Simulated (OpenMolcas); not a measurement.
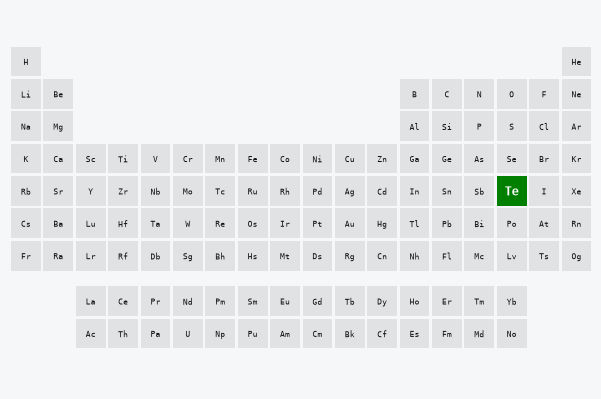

*The place of tellurium in the periodic table.*

Multiconfigurational calculation for Te⁺

Te⁺. Level asked for: state-averaged RASSCF, active space 5 electrons in the shells 5s 5p 5d; RAS3 5d with at most 2 electrons, basis ANO-RCC-VTZP, DKH3 scalar Hamiltonian, spin-orbit coupling by RASSI with atomic mean-field integrals (OpenMolcas).

**Outcome**

- outcome: refused by the program
- hardware: 1 thread of Intel Xeon (Granite Rapids), 128 GiB of memory available, shared host

**What went wrong**

The input is odd on purpose: too many roots. The program refused the input: “You can't ask for more roots”. Limits: RASSCF multiplicity 4: _RC_INPUT_ERROR_.

**Input file**
```
&GATEWAY
Coord
1

Te 0.0 0.0 0.0
Basis=ANO-RCC-VTZP
Group=XYZ
NoMove
AngMom=0.0 0.0 0.0
AMFI
&SEWARD
Relativistic=R03O02
&RASSCF
FileOrb=start.orb
Symmetry=2
Spin=4
nActEl=5 0 0
Inactive=14 9
Ras2=1 3
CIRoot=1 1 1
SDav=1
CIMx=300
Iter=120 100
PrWF=0.3
OrbListing=Nothing
MaxOrb=0
Atom
>>> COPY $Project.JobIph JOBPRE
&RASSCF
FileOrb=start.orb
Symmetry=2
Spin=4
nActEl=5 0 2
Inactive=14 9
Ras2=1 3
Ras3=5 0
CIRoot=190 190 1
SDav=186
CIMx=300
Iter=100 100
PrWF=0.3
OrbListing=Nothing
MaxOrb=0
Thrs=2.0e-7 1.0e-1 5.0e-4
Atom
CIOnly
>>> COPY $Project.JobIph JOB001
```

The file start.orb holds starting orbitals from an earlier step.

Command:
```bash
OMP_NUM_THREADS=1 MOLCAS_MEM=2252 MOLCAS_PROJECT=a pymolcas a.inp > a.log  # once for each step of the input, in one work folder
```

**The program's output (extracts)**
```
--- SEWARD ---
Basis set label: TE.ANO-RCC...7S6P4D2F1G.

      Electronic valence basis set:
      ------------------
      Associated Effective Charge  52.000000 au
      Associated Actual Charge     52.000000 au
      Nuclear Model: Point charge

      Shell  nPrim  nBasis  Cartesian Spherical Contaminant
         s      22       7        X
         p      19       6        X
         d      13       4                 X
         f       5       2                 X
         g       3       1                 X
Relativistic=R03O02
                  Relativistic Douglas-Kroll-Hess integrals:
                    - DKH order of Hamiltonian: 3
                    - DKH order of Properties : 2
--- RASSCF ---
Wave function specifications:
      -----------------------------

      Number of closed shell electrons          46
      Number of electrons in active shells       5
      Max number of holes in RAS1 space          0
      Max nr of electrons in RAS3 space          2
      Number of inactive orbitals               23
      Number of active orbitals                  9
      Number of secondary orbitals              36
      Spin quantum number                      1.5
      State symmetry                             2
Orbital specifications:
      -----------------------

      Symmetry species                           1   2
                                                ag  au
      Frozen orbitals                            0   0
      Inactive orbitals                         14   9
      Active orbitals                            6   3
      RAS1 orbitals                              0   0
      RAS2 orbitals                              1   3
      RAS3 orbitals                              5   0
      Secondary orbitals                        16  20
      Deleted orbitals                           0   0
      Number of basis functions                 36  32
      Number of CSFs                           186
      Number of root(s) required               190
 ************ ERROR ***********
  You can't ask for more roots
  than there are configurations
 ******************************
--- Stop Module: rasscf at  /rc=_RC_INPUT_ERROR_ ---
.####################.
.# User input error #.
.####################.
```
